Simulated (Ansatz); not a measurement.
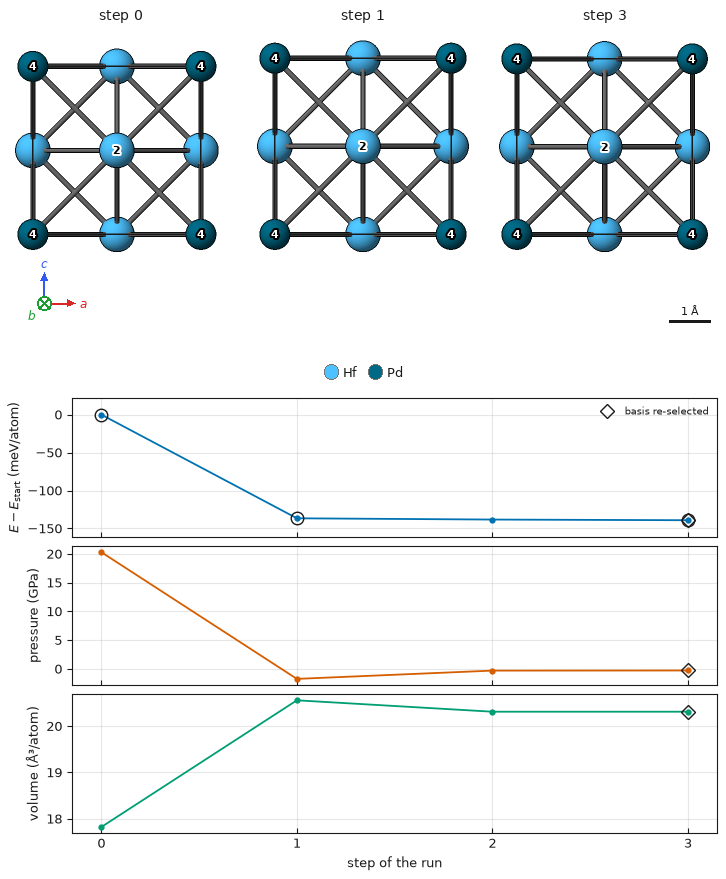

Frames of a relaxation of solid Hf3Pd (built on the Cu3Au (L1_2)_221 type) (coarse preliminary run), marked on the history of the run. A ball-and-stick model of the cell of the calculation, seen along the b axis.

Case: Cu3Au (L1_2) type (Pm-3m, No. 221).

Computed with DFT PBE, scalar-relativistic, plane waves, PAW (Ansatz 0.2.0). Settings: plane-wave cutoff 420 eV; k-point mesh 4 × 4 × 4; occupations gaussian; smearing width 0.1 eV; no spin polarisation; cell and atoms relaxed; force threshold 0.04 eV/Å; at most 70 steps.

> Describe the path.

The atoms keep their places relative to the cell (all moves are under 0.005 Å). The drawn cell changes as follows: a = b = c 4.146 → 4.331 Å (+4.5 %); the volume changes by +14.0 %. Near-neighbour distances that change, for instance: Hf–Pd 2.932 → 3.063 Å, Hf–Hf 2.932 → 3.063 Å. The space group stays Pm-3m (No. 221). Over 2 accepted moves (3 points after the start) the energy falls by 139 meV per atom. All forces vanish by symmetry, so only the cell relaxes. The pressure goes from 20.29 to −0.28 GPa. At 1 point the geometry stayed and the basis and grid were re-selected for the new cell (energy shift of 0.9 meV per atom at most each time). Cost: 7.3 s on 1 thread of Intel(R) Xeon(R) 6975P-C (Granite Rapids), with other jobs on the host, peak memory 0.43 GiB. From step 0 to 1: volume +15.3 %, energy −137 meV per atom. From step 1 to 3: volume −1.2 %, energy −2.5 meV per atom.

| step | E − E(0), meV/atom | pressure, GPa | volume, Å³/atom | note |
| --- | --- | --- | --- | --- |
| 0 | 0.00 | 20.29 | 17.822 |  |
| 1 | -136.58 | -1.74 | 20.558 |  |
| 2 | -138.24 | -0.30 | 20.312 |  |
| 3 | -139.11 | -0.28 | 20.312 | same geometry, new basis |

Limits of the set-up: the k-point mesh is coarse for a cell with partly filled bands.
